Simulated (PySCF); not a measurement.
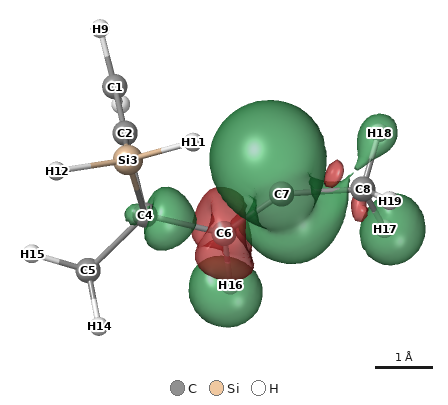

Figure. C$_{7}$H$_{11}$Si (SMILES C=C1[SiH2][C@]1(C)/C=[C]/C) (doublet). Isosurfaces of the spin density (α minus β) at +0.015 (green) and −0.015 e/Å³ (red), seen across its widest extent.

Geometry: GFN2-xTB.

Level of theory: UKS B3LYP, pcH-1 on C H Si, non-relativistic, mean-field spin-orbit, GIAO (PySCF).

```xyz
19

C    -1.5747    1.9096   -0.2358
C    -1.2408    0.7802    0.3454
Si   -1.0727   -0.3753    1.7830
C    -0.6649   -0.5467   -0.0927
C    -1.5319   -1.3699   -1.0209
C     0.7707   -0.4988   -0.4726
C     1.6885    0.1376    0.1906
C     3.1033    0.4846    0.1686
H    -1.9864    2.7417    0.3152
H    -1.4476    2.0630   -1.2993
H     0.0486   -0.2421    2.6911
H    -2.2840   -1.0171    2.2700
H    -1.5169   -0.9561   -2.0304
H    -1.1816   -2.4008   -1.0663
H    -2.5628   -1.3706   -0.6728
H     1.0065   -1.0747   -1.3766
H     3.5749    0.2072   -0.7831
H     3.2298    1.5605    0.3023
H     3.6321   -0.0229    0.9769
```

> Where is the unpaired spin?

The unpaired spin (1 electron) lies mostly on C7 (about 0.7) and C8 (about 0.1), in electrons by Hirshfeld's partition.
